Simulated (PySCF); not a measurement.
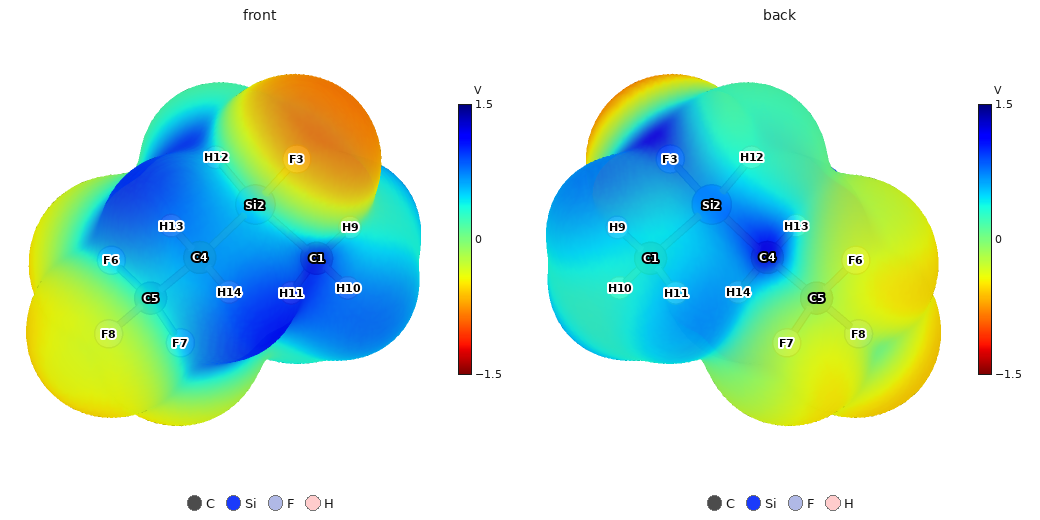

The picture shows: C3H6F4Si. The electrostatic potential painted on the density surface at 0.001 e/bohr³, seen from the front and from behind; the colour scale runs from red (negative) to blue (positive).

Geometry: GFN2-xTB.

Computed with PySCF 2.14.0, B3LYP/def2-SVPD, SCF density, gas phase.

Input file:

```
{"job": {"kind": "uv", "xc": "B3LYP", "basis": "def2-SVPD", "nstates": 8, "ntriplets": 3}, "charge": 0, "multiplicity": 1}
C     -1.788501     0.719853     0.579789
Si    -0.896970    -0.613839    -0.414901
F     -1.516069    -2.054982    -0.018994
C      0.930929    -0.784619     0.123139
C      1.740757     0.397119    -0.306364
F      1.693704     0.603839    -1.635616
F      1.325461     1.546837     0.258441
F      3.044689     0.285384     0.004147
H     -2.839507     0.764951     0.308939
H     -1.735525     0.514550     1.647444
H     -1.360317     1.703516     0.412487
H     -1.009116    -0.538389    -1.862202
H      1.382536    -1.669952    -0.323658
H      1.027250    -0.874741     1.205185
```

Command:

```sh
OMP_NUM_THREADS=1 python probes_run.py task.json out
```

Describe the electrostatic potential map.

Answer. The most negative region (about −0.9 V) lies over F3, the most positive (about +1.1 V) over Si2 and H14.

What dipole moment does the calculation give?

Answer. Its dipole moment is 1.29 D.
